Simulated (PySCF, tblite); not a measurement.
**C₂H₄BO₄ radical: geometry, infrared bands and EPR parameters**

Aim: predict the infrared bands and EPR parameters of C₂H₄BO₄ radical (`O=[C]OCB(O)O`).

The runs use tblite 0.8.0 and PySCF 2.14.0, with density-fitted response routines of our own; the level of theory stands in each step. All values are computed, except where a source is named. Atoms count from 0, in the outputs and in this text.

### 1 The starting structure

11 atoms, charge 0, multiplicity 2; geometry from: force field or distance geometry start.

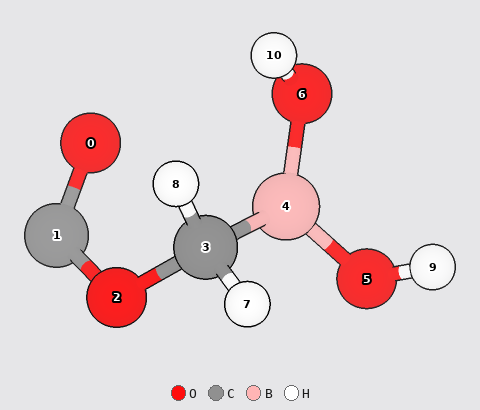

The starting geometry (oxygen red, carbon grey, boron pink, hydrogen white), atoms numbered.

### 2 Optimising the geometry with GFN2-xTB

The job: settings as JSON, then the geometry in Å.

```
{"job": {"kind": "relax", "xc": "GFN2-xTB", "basis": "xTB"}, "charge": 0, "multiplicity": 2}
O      1.838800     0.563700     1.025300
C      2.108800    -0.669800     0.881900
O      1.308500    -1.322500    -0.046900
C      0.328600    -0.504000    -0.683400
B     -0.706000     0.142100     0.303800
O     -1.901100    -0.630700     0.637600
O     -0.717400     1.596200     0.576500
H     -0.246700    -1.130400    -1.406500
H      0.880500     0.258500    -1.258400
H     -2.666600    -0.345900     0.080200
H     -0.221900     2.045700    -0.136100
```

The run is started by

```console
$ OMP_NUM_THREADS=1 python probes_run.py task.json out
```

One launch serves the whole session: the jobs run in the order shown.

The program printed:

```text
step      E/eV     max force
  0    -646.24386    6.926
  1    -647.02950    6.710
  2    -647.33288    3.260
  3    -647.44309    0.957
  4    -647.51432    0.705
  5    -647.64416    1.445
  6    -647.73542    1.088
  7    -647.84767    1.088
  8    -647.96012    1.339
  9    -648.05930    0.862
 10    -648.09936    1.133
 11    -648.14919    1.246
 12    -648.19468    0.638
 13    -648.25446    0.587
 14    -648.26679    0.627
 15    -648.28973    0.404
 16    -648.30505    0.388
 17    -648.31936    0.348
 18    -648.32460    0.334
 19    -648.33012    0.205
 20    -648.33224    0.150
 21    -648.33410    0.122
 22    -648.33600    0.148
 23    -648.33781    0.141
 24    -648.33920    0.113
 25    -648.34041    0.209
 26    -648.34174    0.169
 27    -648.34323    0.169
 28    -648.34451    0.081
 29    -648.34509    0.064
 30    -648.34584    0.104
 31    -648.34667    0.131
 32    -648.34787    0.154
 33    -648.34931    0.156
 34    -648.35104    0.134
 35    -648.35287    0.139
 36    -648.35464    0.157
 37    -648.35667    0.161
 38    -648.35848    0.110
 39    -648.35943    0.069
 40    -648.35998    0.071
 41    -648.36057    0.075
 42    -648.36125    0.070
 43    -648.36205    0.088
 44    -648.36315    0.103
 45    -648.36503    0.144
 46    -648.36803    0.228
 47    -648.37187    0.210
 48    -648.37555    0.184
 49    -648.37816    0.188
 50    -648.38096    0.176
 51    -648.38568    0.213
 52    -648.39595    0.267
 53    -648.40100    0.287
 54    -648.40817    0.359
 55    -648.41312    0.189
 56    -648.41479    0.290
 57    -648.41850    0.156
 58    -648.42193    0.121
 59    -648.42529    0.167
 60    -648.42592    0.244
 61    -648.42676    0.373
 62    -648.42851    0.254
 63    -648.43049    0.077
 64    -648.43124    0.075
 65    -648.43252    0.142
 66    -648.43311    0.071
 67    -648.43369    0.070
 68    -648.43424    0.049
 69    -648.43477    0.056
 70    -648.43519    0.056
 71    -648.43570    0.058
 72    -648.43612    0.064
 73    -648.43646    0.046
 74    -648.43679    0.048
 75    -648.43716    0.059
 76    -648.43755    0.093
 77    -648.43787    0.092
 78    -648.43809    0.049
 79    -648.43825    0.033
 80    -648.43840    0.053
 81    -648.43861    0.084
 82    -648.43903    0.117
 83    -648.43967    0.092
 84    -648.44026    0.109
 85    -648.44042    0.088
 86    -648.44064    0.033
 87    -648.44067    0.020
 88    -648.44070    0.015
 89    -648.44075    0.026
 90    -648.44082    0.040
 91    -648.44090    0.038
 92    -648.44096    0.022
 93    -648.44099    0.012
 94    -648.44100    0.008
```

Run time: 0.28 s. Hardware: 1 thread of Arm Neoverse V2, shared host.

The steps of the relaxation: (not every step is listed)

```
step  energy from step 0 (eV)  largest force (eV/Å)
   0                   0.0000                6.9264
   1                  -0.7856                6.7096
   2                  -1.0890                3.2597
   3                  -1.1992                0.9574
   4                  -1.2705                0.7049
   5                  -1.4003                1.4452
   6                  -1.4916                1.0883
   7                  -1.6038                1.0878
   8                  -1.7163                1.3391
  16                  -2.0612                0.3879
  24                  -2.0953                0.1134
  32                  -2.1040                0.1536
  40                  -2.1161                0.0714
  48                  -2.1317                0.1844
  56                  -2.1709                0.2902
  64                  -2.1874                0.0753
  72                  -2.1923                0.0645
  80                  -2.1945                0.0527
  88                  -2.1968                0.0146
  89                  -2.1969                0.0256
  90                  -2.1970                0.0395
  91                  -2.1970                0.0385
  92                  -2.1971                0.0222
  93                  -2.1971                0.0117
  94                  -2.1971                0.0077
```

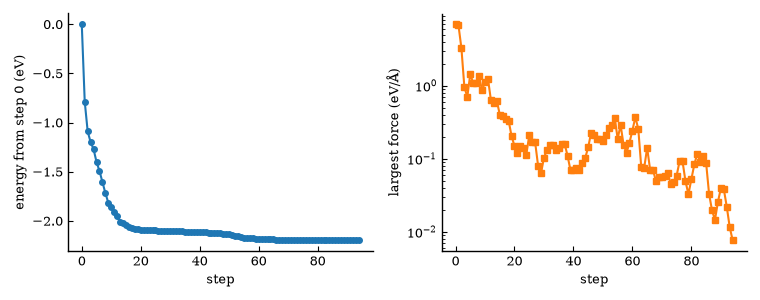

Energy and force, step by step.

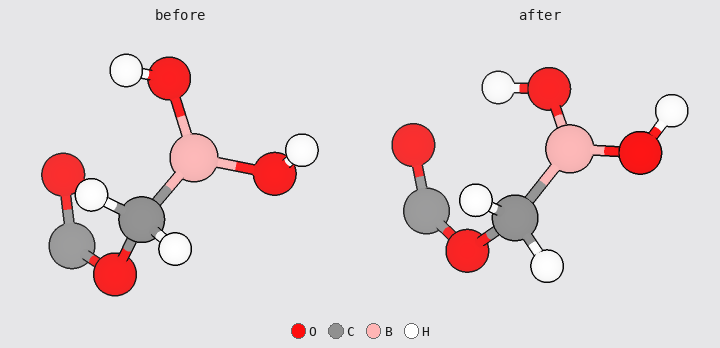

Before and after, at one scale.

Close pairs (by a distance rule), those that changed most:

```
 bond  before (Å)  after (Å)  change (Å)
B4–O6       1.479      1.343      -0.137
C1–O2       1.389      1.257      -0.132
B4–O5       1.462      1.346      -0.115
O2–C3       1.427      1.501      +0.074
O0–C1       1.271      1.203      -0.068
C3–B4       1.569      1.618      +0.048
O5–H9       0.989      0.959      -0.030
C3–H7       1.116      1.087      -0.029
```

The end geometry stands in the next job.

### 3 Vibrational analysis with GFN2-xTB

The job: settings as JSON, then the geometry in Å.

```
{"job": {"kind": "ir", "xc": "GFN2-xTB", "basis": "xTB"}, "charge": 0, "multiplicity": 2}
O      2.009038     1.005261     0.975851
C      2.128514    -0.153470     0.675074
O      1.502593    -1.002446    -0.008083
C      0.264925    -0.662864    -0.786439
B     -0.903129     0.104523     0.028066
O     -2.147611    -0.356784    -0.198003
O     -0.721396     1.161578     0.836245
H     -0.070418    -1.629376    -1.155170
H      0.600415    -0.062587    -1.635509
H     -2.838664     0.125779     0.259080
H      0.181159     1.473056     0.982925
```

The program printed:

```text
mode    cm-1     km/mol
  1      62.9      1.71
  2      74.0      1.38
  3     193.9      7.02
  4     207.4      4.67
  5     324.9      8.94
  6     398.8     10.51
  7     453.8     17.46
  8     510.0      6.86
  9     632.6    172.69
 10     665.1     18.25
 11     700.1    162.71
 12     727.5     48.76
 13     787.6     16.60
 14     831.7     31.34
 15     962.5    145.51
 16     992.1    211.71
 17    1117.3      6.26
 18    1148.9     42.57
 19    1222.1    288.85
 20    1268.2     49.57
 21    1330.2    394.63
 22    1421.1     10.84
 23    1872.2    558.07
 24    2963.3     15.54
 25    3031.8      4.03
 26    3417.9    147.38
 27    3603.7     22.56
```

It took 0.15 s on 1 thread of Arm Neoverse V2, shared host.

Which atoms move in the most intense modes:

```
cm⁻¹  km/mol                      atoms
 633   172.7           H9 75 %, O5 12 %
 700   162.7                   H10 82 %
 962   145.5  H9 63 %, O5 22 %, O6 13 %
 992   211.7                   H10 79 %
1222   288.9                    B4 46 %
1330   394.6           B4 68 %, O5 12 %
1872   558.1           C1 66 %, O0 31 %
3418   147.4                   H10 94 %
```

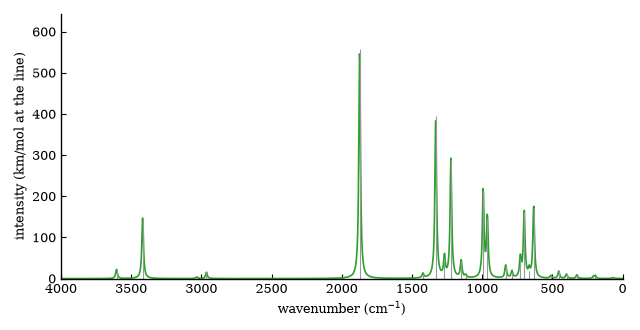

The infrared spectrum from these modes, unscaled. Lines are broadened to a width of 14 cm⁻¹ (Lorentzian).

### 4 g tensor and hyperfine couplings: B3LYP/pcH-1

Settings changed since step 3:

```diff
@@ -1,2 +1,2 @@
-{"job": {"kind": "ir", "xc": "GFN2-xTB", "basis": "xTB"}, "charge": 0, "multiplicity": 2}
+{"job": {"kind": "epr", "basis": "pcH-1"}, "charge": 0, "multiplicity": 2}
 O      2.009038     1.005261     0.975851
```

Level: UKS B3LYP, pcH-1 on B C H O, non-relativistic, mean-field spin-orbit, GIAO.

The program printed:

```text
UKS, coarse grid
  cycle   1  E = -404.19163835  |g| = 8.75e-01
  cycle   2  E = -403.56364237  |g| = 1.58e+00
  cycle   3  E = -404.41598576  |g| = 3.13e-01
  cycle   4  E = -404.44999235  |g| = 9.16e-02
  cycle   5  E = -404.45264536  |g| = 2.21e-02
  cycle   6  E = -404.45282166  |g| = 9.93e-03
  cycle   7  E = -404.45285419  |g| = 2.16e-03
  cycle   8  E = -404.45285621  |g| = 8.67e-04
UKS, final grid
  cycle   1  E = -404.45281999  |g| = 1.20e-03
  cycle   2  E = -404.45281886  |g| = 2.19e-03
  cycle   3  E = -404.45282053  |g| = 3.13e-04
  cycle   4  E = -404.45282057  |g| = 9.08e-05
  cycle   5  E = -404.45282057  |g| = 4.37e-05
  cycle   6  E = -404.45282057  |g| = 2.00e-05
E = -404.45282057 Eh   <S^2> = 0.7530 (exact 0.7500)
g shifts (ppm)      1          2          3
  rmc          -235       -235       -235
  gc             45         15       -137
  oz_so       -3902       -336       1586
  total       -4092       -556       1214
hyperfine (MHz)  atom isotope    a_iso     a_fc   dipolar eigenvalues
    0   17O     -74.49     -74.49    -84.57     38.55     46.02
    1   13C     589.65     589.65    -53.77    -45.52     99.29
    2   17O    -279.83    -279.83    -13.30      5.08      8.22
    3   13C      45.57      45.57     -9.91     -9.55     19.46
    4   11B      -1.96      -1.96     -1.08      0.19      0.90
    5   17O      -2.78      -2.78     -0.96      0.23      0.73
    6   17O      -4.35      -4.35     -4.16      2.04      2.12
    7    1H      -3.56      -3.56     -5.52     -1.06      6.57
    8    1H      -7.64      -7.64     -5.55     -0.27      5.82
    9    1H       2.16       2.16     -0.82     -0.59      1.40
   10    1H      -3.09      -3.09     -6.81     -3.44     10.25
```

Wall time 28 s (1 thread of Arm Neoverse V2, shared host); peak memory 0.75 GiB.

Principal g values 1.99823, 2.00176, 2.00353; g(iso) = 2.00117, against 2.00232 for a free electron.

Hyperfine couplings; where a row names several nuclei, a(iso) is their mean (it holds for fast rotation or exchange) and the dipolar term the largest among them:

```
 nuclei  isotope  a(iso) (MHz)  a(iso) (G, at g = 2.0023)  largest dipolar term (MHz)
     C1      13C         589.7                      210.4                        99.3
     O2      17O        -279.8                      -99.9                       -13.3
     O0      17O         -74.5                      -26.6                       -84.6
     C3      13C          45.6                       16.3                        19.5
 H7, H8       1H          -5.6                       -2.0                         6.6
 O5, O6      17O          -3.6                       -1.3                        -4.2
     B4      11B          -2.0                       -0.7                        -1.1
H9, H10       1H          -0.5                       -0.2                        10.3
```

Mulliken spin populations:

```
atom  value (e)
  O0       0.18
  C1       0.71
  O2      -0.01
  C3       0.11
  B4       0.00
  O5       0.00
  O6       0.01
  H7       0.00
  H8       0.00
  H9       0.00
 H10       0.01
```

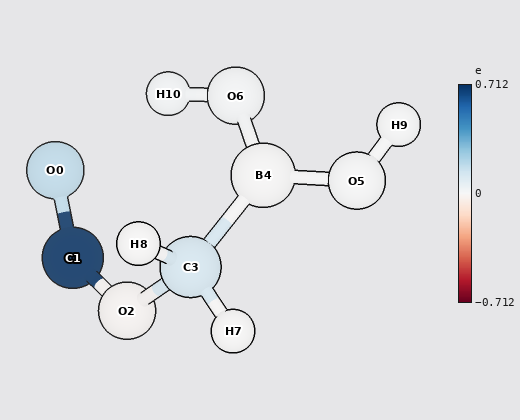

Mulliken spin populations, as colours on the atoms.

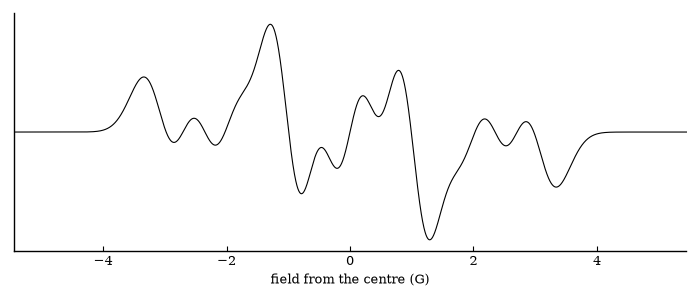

First-order isotropic spectrum (first derivative, main isotopes with spin only, couplings over 0.8 MHz, Gaussian width 0.3 G; couplings of the frozen geometry, rotation of groups not averaged beyond the rows shown).

The fields below are evaluated on a grid from the run's orbitals.

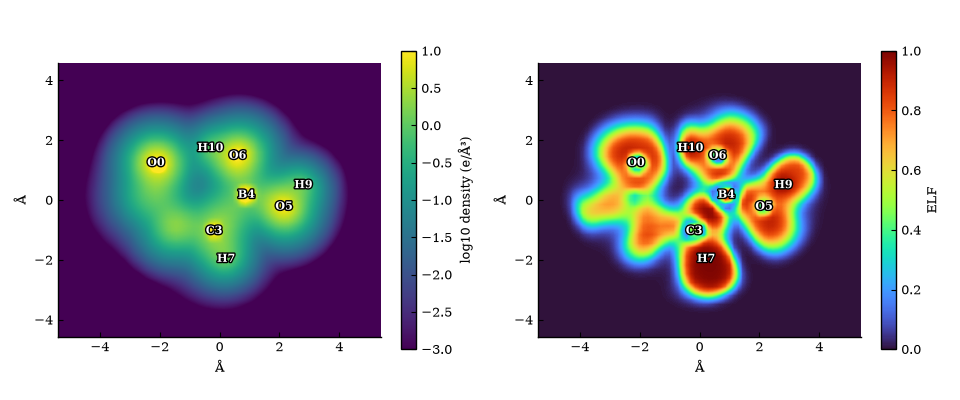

Density (left) and ELF (right) in a plane through or near 8 of the atoms.

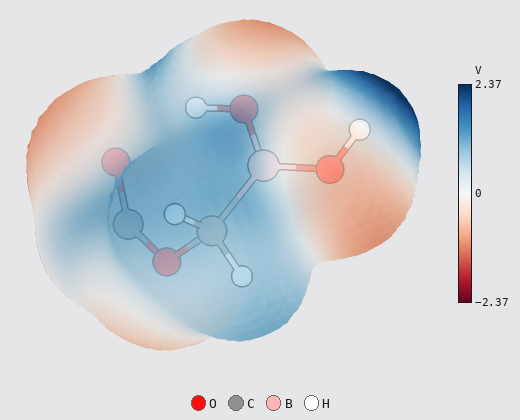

Electrostatic potential on the surface of density 0.002 e/bohr³; red is low, blue high. It runs from -1.15 V near O0 to 2.37 V near H9.

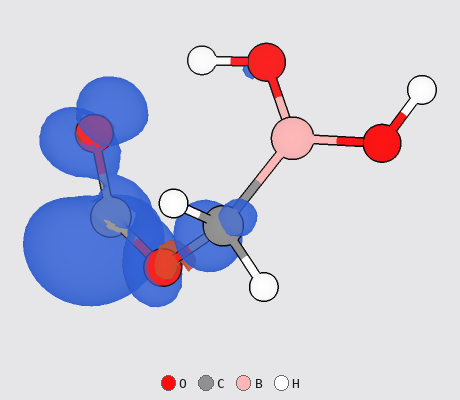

Spin density at ±0.04 e/Å³ (alpha excess blue, beta excess red).

### 5 Results

| quantity | value |
| --- | --- |
| strongest single infrared mode (GFN2-xTB) | 1872 cm⁻¹, 558 km/mol |
| zero-point energy (GFN2-xTB) | 44.2 kcal/mol |
| g(iso) (B3LYP) | 2.00117 |
| ⟨S²⟩ | 0.753 (exact 0.75) |
| largest a(iso) (averaged by class) | 13C on C1, 589.7 MHz |
| surface potential, least and greatest | -1.15 V and 2.37 V |

Over 94 steps the energy fell by 2.197 eV; of the close pairs, B4–O6 changed most, 1.479 to 1.343 Å. All 27 modes are real, so the xTB geometry is a minimum. The strongest single mode, at 1872 cm⁻¹, moves mainly C1. Unscaled tight-binding wavenumbers are off by several per cent, some by more. Its intensities can rank the bands wrongly. C1 carries the largest spin population, 0.71 e. The isotropic g lies 1.1 ppt below the free-electron value.
